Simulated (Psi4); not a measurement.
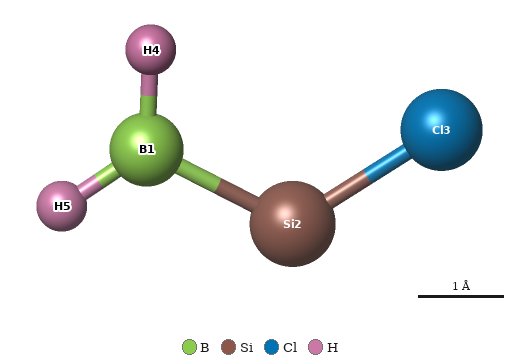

Figure 1. The structure as given in the input (ball-and-stick view, seen at a tilt; atoms are numbered from 1 in the order of the input).

# Single-point calculation of BSiH2Cl (part 1 of 2)

System: BSiH2Cl, multiplicity 3.
Method: CCSD(T)/cc-pVDZ, UHF (Psi4 1.11).

The geometry was optimised with BP86/def2-SVP.

### Input (job.inp)
```
memory 1600 MB

molecule system {
  0 3
  B     -1.29975174     0.72013116    -0.58633477
  Si     0.62173690    -2.17565492     0.70033628
  Cl     4.38195363    -1.65996188     1.80075971
  H     -0.16548143     2.71454433    -0.67577551
  H     -3.47359819     0.36111910    -1.20836836
  units au
}

set basis cc-pVDZ
set reference uhf
set scf_type pk
set freeze_core true

result, w = energy("ccsd(t)", return_wfn=True)
```

Run as:
```bash
psi4 -n 1 job.inp job.out
```

### What the program printed
```
Psi4 1.11 release

   => Loading Basis Set <=

    Name: CC-PVDZ
    Role: ORBITAL
    Keyword: BASIS

         ---------------------------------------------------------
                                   SCF
                              UHF Reference
                        1 Threads,   1525 MiB Core
         ---------------------------------------------------------

  ==> Geometry <==

    Molecular point group: c1
    Full point group: C1

    Geometry (in Bohr), charge = 0, multiplicity = 3:

       Center              X                  Y                   Z               Mass
    ------------   -----------------  -----------------  -----------------  -----------------
         B           -3.309068352640     2.140246766036    -1.563154753876    11.009305360000
         SI          -1.387579712640    -0.755539313964    -0.276483703876    27.976926534650
         CL           2.372637017360    -0.239846273964     0.823939726124    34.968852682000
         H           -2.174798042640     4.134659936036    -1.652595493876     1.007825032230
         H           -5.482914802640     1.781234706036    -2.185188343876     1.007825032230

  Running in c1 symmetry.

  Rotational constants: A =      0.89203  B =      0.12335  C =      0.10837 [cm^-1]
  Rotational constants: A =  26742.24978  B =   3698.00222  C =   3248.75428 [MHz]
  Nuclear repulsion =  106.486085288109052

  Charge       = 0
  Multiplicity = 3
  Electrons    = 38
  Nalpha       = 20
  Nbeta        = 18

  ==> Algorithm <==

  SCF Algorithm Type is PK.
  DIIS enabled.
  MOM disabled.
  Fractional occupation disabled.
  Guess Type is SAD.
  Energy threshold   = 1.00e-08
  Density threshold  = 1.00e-08
  Integral threshold = 1.00e-12

  ==> Primary Basis <==

  Basis Set: CC-PVDZ
    Blend: CC-PVDZ
    Number of shells: 28
    Number of basis functions: 60
    Number of Cartesian functions: 63
    Spherical Harmonics?: true
    Max angular momentum: 2

  ==> Integral Setup <==

  Using in-core PK algorithm.
   Calculation information:
      Number of atoms:                   5
      Number of AO shells:              28
      Number of primitives:            132
      Number of atomic orbitals:        63
      Number of basis functions:        60

      Integral cutoff                 1.00e-12
      Number of threads:                 1

  Performing in-core PK
  Using 3350730 doubles for integral storage.
  We computed 80162 shell quartets total.
  Whereas there are 82621 unique shell quartets.

  ==> DiskJK: Disk-Based J/K Matrices <==

    J tasked:                  Yes
    K tasked:                  Yes
    wK tasked:                  No
    Memory [MiB]:             1144
    Schwarz Cutoff:          1E-12

  Minimum eigenvalue in the overlap matrix is 7.4211828303E-03.
  Reciprocal condition number of the overlap matrix is 1.7979799949E-03.
    Using symmetric orthogonalization.

  ==> Pre-Iterations <==

  SCF Guess: Superposition of Atomic Densities via on-the-fly atomic UHF (no occupation information).

   -------------------------
    Irrep   Nso     Nmo
   -------------------------
     A         60      60
   -------------------------
    Total      60      60
   -------------------------

  ==> Iterations <==

                        Total Energy        Delta E     RMS |[F,P]|

   @UHF iter SAD:  -773.43658627091679   -7.73437e+02   0.00000e+00
   @UHF iter   1:  -774.18785270984915   -7.51266e-01   3.60897e-03 DIIS/ADIIS
   @UHF iter   2:  -774.23519449371918   -4.73418e-02   1.57277e-03 DIIS/ADIIS
   @UHF iter   3:  -774.24357668928997   -8.38220e-03   5.05607e-04 DIIS/ADIIS
   @UHF iter   4:  -774.24639209274494   -2.81540e-03   2.32276e-04 DIIS/ADIIS
   @UHF iter   5:  -774.24725643932550   -8.64347e-04   1.70312e-04 DIIS/ADIIS
   @UHF iter   6:  -774.24793978678645   -6.83347e-04   1.05869e-04 DIIS/ADIIS
   @UHF iter   7:  -774.24827621824807   -3.36431e-04   5.02494e-05 DIIS
   @UHF iter   8:  -774.24833848582080   -6.22676e-05   2.23270e-05 DIIS
   @UHF iter   9:  -774.24834743873350   -8.95291e-06   8.14219e-06 DIIS
   @UHF iter  10:  -774.24834848858620   -1.04985e-06   2.77609e-06 DIIS
   @UHF iter  11:  -774.24834857003020   -8.14440e-08   9.72402e-07 DIIS
   @UHF iter  12:  -774.24834858019744   -1.01672e-08   3.61976e-07 DIIS
   @UHF iter  13:  -774.24834858135853   -1.16108e-09   1.37988e-07 DIIS
   @UHF iter  14:  -774.24834858153929   -1.80762e-10   4.29170e-08 DIIS
   @UHF iter  15:  -774.24834858155498   -1.56888e-11   1.57721e-08 DIIS
   @UHF iter  16:  -774.24834858155805   -3.06954e-12   4.25889e-09 DIIS
  Energy and wave function converged.

  ==> Post-Iterations <==

   @Spin Contamination Metric:   7.992191704E-03
   @S^2 Expected:                2.000000000E+00
   @S^2 Observed:                2.007992192E+00
   @S   Expected:                1.000000000E+00
   @S   Observed:                1.000000000E+00

    Orbital Energies [Eh]
    ---------------------

    Alpha Occupied:

       1A   -104.830747     2A    -68.837961     3A    -10.558556
       4A     -8.026362     5A     -8.023731     6A     -8.022981
       7A     -7.644917     8A     -6.186801     9A     -4.294871
      10A     -4.293985    11A     -4.286216    12A     -1.103077
      13A     -0.770763    14A     -0.639969    15A     -0.530166
      16A     -0.501867    17A     -0.494085    18A     -0.479846
      19A     -0.369056    20A     -0.314568

    Alpha Virtual:

      21A      0.055617    22A      0.121284    23A      0.184073
      24A      0.237811    25A      0.289537    26A      0.342123
      27A      0.361584    28A      0.410506    29A      0.413951
      30A      0.440775    31A      0.464842    32A      0.472897
      33A      0.498137    34A      0.539710    35A      0.557817
      36A      0.614978    37A      0.694168    38A      0.758398
      39A      0.786852    40A      0.803557    41A      0.823918
      42A      0.839954    43A      0.869158    44A      0.940614
      45A      0.973994    46A      1.007847    47A      1.075291
      48A      1.078940    49A      1.122440    50A      1.142478
      51A      1.325739    52A      1.353290    53A      1.366889
      54A      1.528077    55A      1.787376    56A      1.958758
      57A      1.986783    58A      2.162427    59A      2.524048
      60A      2.565808

    Beta Occupied:

       1A   -104.829067     2A    -68.828752     3A    -10.556740
       4A     -8.023743     5A     -8.020468     6A     -8.020313
       7A     -7.638668     8A     -6.173311     9A     -4.281271
      10A     -4.271826    11A     -4.271807    12A     -1.088212
      13A     -0.707245    14A     -0.590638    15A     -0.517397
      16A     -0.471598    17A     -0.471049    18A     -0.444653

    Beta Virtual:

      19A      0.016866    20A      0.017919    21A      0.139412
      22A      0.156649    23A      0.224087    24A      0.244533
      25A      0.311768    26A      0.379839    27A      0.392257
      28A      0.434293    29A      0.469863    30A      0.482116
      31A      0.512643    32A      0.513002    33A      0.567681
      34A      0.596772    35A      0.602705    36A      0.653939
      37A      0.712494    38A      0.768181    39A      0.794477
      40A      0.817525    41A      0.836148    42A      0.858417
      43A      0.894307    44A      0.955949    45A      0.984867
      46A      1.021422    47A      1.090239    48A      1.100955
      49A      1.147386    50A      1.158683    51A      1.342382
      52A      1.366029    53A      1.371899    54A      1.537191
      55A      1.789827    56A      1.964853    57A      1.994485
      58A      2.164818    59A      2.527758    60A      2.568509

    Final Occupation by Irrep:
              A
    DOCC [    18 ]
    SOCC [     2 ]
    NA   [    20 ]
    NB   [    18 ]

  @UHF Final Energy:  -774.24834858155805

   => Energetics <=

    Nuclear Repulsion Energy =            106.4860852881090523
    One-Electron Energy =               -1282.0515830103822736
    Two-Electron Energy =                 401.3171491407151734
    Total Energy =                       -774.2483485815580480

  UHF NO Occupations:
  HONO-2 :   18  A 1.9973421
  HONO-1 :   19  A 1.0000000
  HONO-0 :   20  A 1.0000000
  LUNO+0 :   21  A 0.0026579
  LUNO+1 :   22  A 0.0004921
  LUNO+2 :   23  A 0.0003343
  LUNO+3 :   24  A 0.0002920

Computation Completed

Properties will be evaluated at   0.000000,   0.000000,   0.000000 [a0]

Properties computed using the SCF density matrix

 Multipole Moments:

 ------------------------------------------------------------------------------------
     Multipole            Electronic (a.u.)      Nuclear  (a.u.)        Total (a.u.)
 ------------------------------------------------------------------------------------

 L = 1.  Multiply by 2.5417464519 to convert [e a0] to [Debye]
 Dipole X            :          2.7319388           -3.2943413           -0.5624025
 Dipole Y            :         -2.1482051            1.9621914           -0.1860137
 Dipole Z            :          1.3777008           -1.5173541           -0.1396533
 Magnitude           :                                                    0.6086055

 ------------------------------------------------------------------------------------

	total time  =          2 seconds =       0.03 minutes
 MINTS: Wrapper to libmints.

   Calculation information:
      Number of threads:                 1
      Number of atoms:                   5
      Number of AO shells:              28
      Number of SO shells:              28
      Number of primitives:            132
      Number of atomic orbitals:        63
      Number of basis functions:        60

      Number of irreps:                  1
      Integral cutoff                 1.00e-12
      Number of functions per irrep: [  60 ]

 OEINTS: Overlap, kinetic, potential, dipole, and quadrupole integrals
         stored in file 35.

      Computing two-electron integrals...done
      Computed 1586705 non-zero two-electron integrals.
        Stored in file 33.

	Wfn Parameters:
	--------------------
	Wavefunction         = CCSD_T
	Number of irreps     = 1
	Number of MOs        = 60
	Number of active MOs = 49
	AO-Basis             = NONE
	Semicanonical        = false
	Reference            = UHF
	Print Level          = 1
```
